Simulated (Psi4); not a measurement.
## Single-point calculation of CsI

The run: single-point calculation of CsI. Method and program: B97-3c/def2-mTZVP, UKS, core potentials def2 (Psi4 1.11).

The atoms were displaced at random from an optimised geometry.

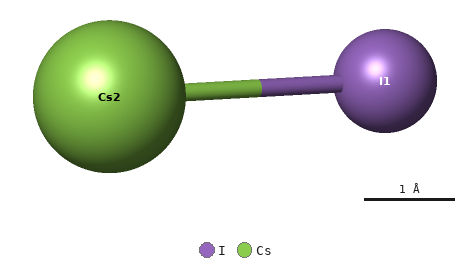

Figure 1. The structure as given in the input (ball-and-stick view, seen at a tilt; atoms are numbered from 1 in the order of the input). Sticks mark near contacts. Bond lengths as drawn: Cs–I 3.45 Å.

Results in brief:

- outcome: converged
- total energy: −318.375268 hartree
- dispersion energy: −0.004064 hartree
- basis functions: 65
- HOMO: −4.20 eV
- LUMO: −1.67 eV
- dipole moment: 11.96 D
- hardware: 1 thread of AMD EPYC (Zen 3), 192 GiB of memory available, shared host
- wall time: 8.7 s
- peak memory: 0.27 GiB

Input file (calc.py):
```python
import psi4

psi4.set_memory(1600000000)
psi4.set_num_threads(1)
psi4.set_output_file('csi.out', False)

geom = psi4.geometry("""
0 1
I     -0.01943394     0.47403780    -0.19931130
Cs     0.20010877     0.06954381     6.30941570
units bohr
symmetry c1
""")

options = {'reference': 'uks'}
psi4.set_options(options)

result = psi4.energy("b97-3c", molecule=geom)
print(f'b97-3c energy: {result:.10f} Eh')
for k, v in sorted(psi4.core.scalar_variables().items()):
    print(f'{k:45s} {v:18.10f}')
```

Run as:
```bash
python calc.py
```

The program's output:
```
Psi4 1.11 release

   => Loading Basis Set <=

    Name: DEF2-MTZVP
    Role: ORBITAL
    Keyword: BASIS

    !!!  WARNING: ECP capability is in beta. Please check occupations closely.  !!!

   => B973C: Empirical Dispersion <=

        s6 =       1.000000
        s8 =       1.500000
        a1 =       0.370000
        a2 =       4.100000
        s9 =       1.000000

         ---------------------------------------------------------
                                   SCF
                              UKS Reference
                        1 Threads,   1525 MiB Core
         ---------------------------------------------------------

  ==> Geometry <==

    Molecular point group: c1
    Full point group: C_inf_v

    Geometry (in Bohr), charge = 0, multiplicity = 1:

       Center              X                  Y                   Z               Mass
    ------------   -----------------  -----------------  -----------------  -----------------
         I            0.000000000000     0.000000000000    -3.337844738207   126.904471900000
         CS           0.000000000000    -0.000000000000     3.187133541449   132.905451961000

  Running in c1 symmetry.

  Rotational constants: A = ************  B =      0.02178  C =      0.02178 [cm^-1]
  Rotational constants: A = ************  B =    652.96936  C =    652.96936 [MHz]
  Nuclear repulsion =   34.482873406874305

  Charge       = 0
  Multiplicity = 1
  Electrons    = 34
  Nalpha       = 17
  Nbeta        = 17

  ==> Algorithm <==

  SCF Algorithm Type is DF.
  DIIS enabled.
  MOM disabled.
  Fractional occupation disabled.
  Guess Type is SAD.
  Energy threshold   = 1.00e-06
  Density threshold  = 1.00e-06
  Integral threshold = 1.00e-12

  ==> Primary Basis <==

  Basis Set: DEF2-MTZVP
    Blend: DEF2-MTZVP
    Number of shells: 25
    Number of basis functions: 65
    Number of Cartesian functions: 71
    Spherical Harmonics?: true
    Max angular momentum: 2

  Core potential: DEF2-MTZVP
    Number of shells: 8
    Number of ECP primitives: 39
    Number of ECP core electrons: 74
    Max angular momentum: 3

  ==> DFT Potential <==

   => LibXC <=

    Version 7.1.2

   => Composite Functional: B973C <=

    Deriv               =              1
    GGA                 =           TRUE
    Meta                =          FALSE

    Exchange Hybrid     =          FALSE
    MP2 Hybrid          =          FALSE

   => Exchange-Correlation Functionals <=

   => LibXC Density Thresholds  <==

    XC_GGA_XC_B97_3C:  1.00E-14

   => Molecular Quadrature <=

    Radial Scheme          =       TREUTLER
    Pruning Scheme         =           NONE
    Nuclear Scheme         =       TREUTLER

    Blocking Scheme        =         OCTREE
    BS radius alpha        =              1
    Pruning alpha          =              1
    Radial Points          =             75
    Spherical Points       =            302
    Total Points           =          43621
    Total Blocks           =            472
    Max Points             =            256
    Max Functions          =             65
    Weights Tolerance      =       1.00E-15

   => Loading Basis Set <=

    Name: (DEF2-MTZVP AUX)
    Role: JKFIT
    Keyword: DF_BASIS_SCF

  ==> Integral Setup <==

  DFHelper Memory: AOs need 0.013 GiB; user supplied 1.054 GiB.
  SCF_SUBTYPE=INCORE selected. In-core MEM_DF algorithm will be used.
  Using in-core AOs.

  ==> MemDFJK: Density-Fitted J/K Matrices <==

    J tasked:                   Yes
    K tasked:                    No
    wK tasked:                   No
    Memory [MiB]:              1079
    Algorithm:                 Core
    Schwarz Cutoff:           1E-12
    Mask sparsity (%):       0.6154
    Fitting Condition:        1E-10

   => Auxiliary Basis Set <=

  Basis Set: (DEF2-MTZVP AUX)
    Blend: DEF2-UNIVERSAL-JKFIT
    Number of shells: 80
    Number of basis functions: 348
    Number of Cartesian functions: 480
    Spherical Harmonics?: true
    Max angular momentum: 5

  Cached 100.0% of DFT collocation blocks in 0.063 [GiB].

  Minimum eigenvalue in the overlap matrix is 5.4872214245E-03.
  Reciprocal condition number of the overlap matrix is 1.4405643192E-03.
    Using symmetric orthogonalization.

  ==> Pre-Iterations <==

  SCF Guess: Superposition of Atomic Densities via on-the-fly atomic UHF (no occupation information).

   -------------------------
    Irrep   Nso     Nmo
   -------------------------
     A         65      65
   -------------------------
    Total      65      65
   -------------------------

  ==> Iterations <==

                           Total Energy        Delta E     RMS |[F,P]|

   @DF-UKS iter SAD:  -315.58938700494275   -3.15589e+02   0.00000e+00
   @DF-UKS iter   1:  -317.72649377011425   -2.13711e+00   1.71939e-02 DIIS/ADIIS
   @DF-UKS iter   2:  -312.28621810725394    5.44028e+00   2.76535e-02 DIIS/ADIIS
   @DF-UKS iter   3:  -318.26163847435276   -5.97542e+00   5.01603e-03 DIIS/ADIIS
   @DF-UKS iter   4:  -318.36357955843346   -1.01941e-01   1.90549e-03 DIIS/ADIIS
   @DF-UKS iter   5:  -318.37183248645869   -8.25293e-03   9.17106e-04 DIIS/ADIIS
   @DF-UKS iter   6:  -318.37521941459045   -3.38693e-03   1.14041e-04 DIIS/ADIIS
   @DF-UKS iter   7:  -318.37523359116443   -1.41766e-05   9.66366e-05 DIIS
   @DF-UKS iter   8:  -318.37526798452342   -3.43934e-05   4.91800e-06 DIIS
   @DF-UKS iter   9:  -318.37526804959293   -6.50695e-08   1.84226e-06 DIIS
   @DF-UKS iter  10:  -318.37526806235945   -1.27665e-08   1.06711e-07 DIIS
  Energy and wave function converged.

  ==> Post-Iterations <==

   Electrons on quadrature grid:
      Nalpha   =   17.0000200557 ; deviation = 2.006e-05
      Nbeta    =   17.0000200557 ; deviation = 2.006e-05
      Ntotal   =   34.0000401114 ; deviation = 4.011e-05

   @Spin Contamination Metric:   4.973799150E-14
   @S^2 Expected:                0.000000000E+00
   @S^2 Observed:                4.973799150E-14
   @S   Expected:                0.000000000E+00
   @S   Observed:                0.000000000E+00

    Orbital Energies [Eh]
    ---------------------

    Alpha Occupied:

       1A     -6.556703     2A     -4.611576     3A     -4.609912
       4A     -4.609912     5A     -1.732655     6A     -1.732110
       7A     -1.732110     8A     -1.730627     9A     -1.730490
      10A     -1.010530    11A     -0.534080    12A     -0.517034
      13A     -0.517034    14A     -0.502495    15A     -0.164547
      16A     -0.154387    17A     -0.154387

    Alpha Virtual:

      18A     -0.061218    19A     -0.014786    20A     -0.014786
      21A     -0.014776    22A     -0.004788    23A     -0.004787
      24A      0.014130    25A      0.014130    26A      0.021601
      27A      0.035812    28A      0.044769    29A      0.044769
      30A      0.045409    31A      0.045409    32A      0.050245
      33A      0.213023    34A      0.218140    35A      0.218140
      36A      0.229450    37A      0.246304    38A      0.246304
      39A      0.268192    40A      0.268200    41A      0.294459
      42A      0.294459    43A      0.306922    44A      0.306927
      45A      0.338908    46A      0.345403    47A      0.345403
      48A      0.354374    49A      0.460292    50A      0.642028
      51A      1.195185    52A      1.201555    53A      1.201555
      54A      1.375827    55A      1.375928    56A      1.407901
      57A      1.407901    58A      1.476119    59A      4.055690
      60A     19.831590    61A     34.398887    62A     34.398887
      63A     34.402039    64A     41.967020    65A    118.141948

    Beta Occupied:

       1A     -6.556703     2A     -4.611576     3A     -4.609912
       4A     -4.609912     5A     -1.732655     6A     -1.732110
       7A     -1.732110     8A     -1.730627     9A     -1.730490
      10A     -1.010530    11A     -0.534080    12A     -0.517034
      13A     -0.517034    14A     -0.502495    15A     -0.164547
      16A     -0.154387    17A     -0.154387

    Beta Virtual:

      18A     -0.061218    19A     -0.014786    20A     -0.014786
      21A     -0.014776    22A     -0.004788    23A     -0.004787
      24A      0.014130    25A      0.014130    26A      0.021601
      27A      0.035812    28A      0.044769    29A      0.044769
      30A      0.045409    31A      0.045409    32A      0.050245
      33A      0.213023    34A      0.218140    35A      0.218140
      36A      0.229450    37A      0.246304    38A      0.246304
      39A      0.268192    40A      0.268200    41A      0.294459
      42A      0.294459    43A      0.306922    44A      0.306927
      45A      0.338908    46A      0.345403    47A      0.345403
      48A      0.354374    49A      0.460292    50A      0.642028
      51A      1.195185    52A      1.201555    53A      1.201555
      54A      1.375827    55A      1.375928    56A      1.407901
      57A      1.407901    58A      1.476119    59A      4.055690
      60A     19.831590    61A     34.398887    62A     34.398887
      63A     34.402039    64A     41.967020    65A    118.141948

    Final Occupation by Irrep:
              A
    DOCC [    17 ]
    SOCC [     0 ]
    NA   [    17 ]
    NB   [    17 ]

  @DF-UKS Final Energy:  -318.37526806235945

   => Energetics <=

    Nuclear Repulsion Energy =             34.4828734068743046
    One-Electron Energy =                -622.5361008353388570
    Two-Electron Energy =                 295.6796393048178970
    DFT Exchange-Correlation Energy =     -25.9976161552894673
    Empirical Dispersion Energy =          -0.0040637834233515
    VV10 Nonlocal Energy =                  0.0000000000000000
    Total Energy =                       -318.3752680623594529

  UHF NO Occupations:
  HONO-2 :   15  A 2.0000000
  HONO-1 :   16  A 2.0000000
  HONO-0 :   17  A 2.0000000
  LUNO+0 :   18  A 0.0000000
  LUNO+1 :   19  A 0.0000000
  LUNO+2 :   20  A 0.0000000
  LUNO+3 :   21  A 0.0000000

Computation Completed

Properties will be evaluated at   0.000000,   0.000000,   0.000000 [a0]

Properties computed using the SCF density matrix

 Multipole Moments:

 ------------------------------------------------------------------------------------
     Multipole            Electronic (a.u.)      Nuclear  (a.u.)        Total (a.u.)
 ------------------------------------------------------------------------------------

 L = 1.  Multiply by 2.5417464519 to convert [e a0] to [Debye]
 Dipole X            :          0.0000100            0.0000000            0.0000100
 Dipole Y            :          0.0000010            0.0000000            0.0000010
 Dipole Z            :         59.4656400          -54.7619166            4.7037234
 Magnitude           :                                                    4.7037234

 ------------------------------------------------------------------------------------

	total time  =          7 seconds =       0.12 minutes
```

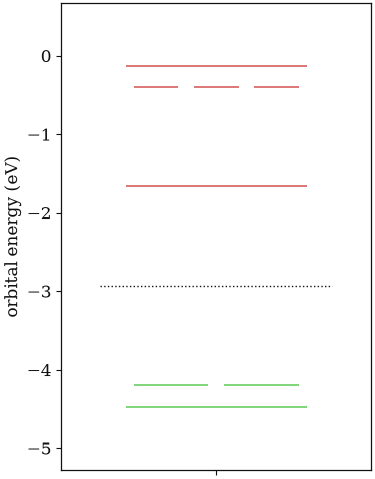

Figure 2. Orbital energies near the frontier; the dotted line parts filled from empty levels, and levels within 0.02 eV of each other stand side by side. Highest filled −4.20 eV, lowest empty −1.67 eV, 2.53 eV apart.
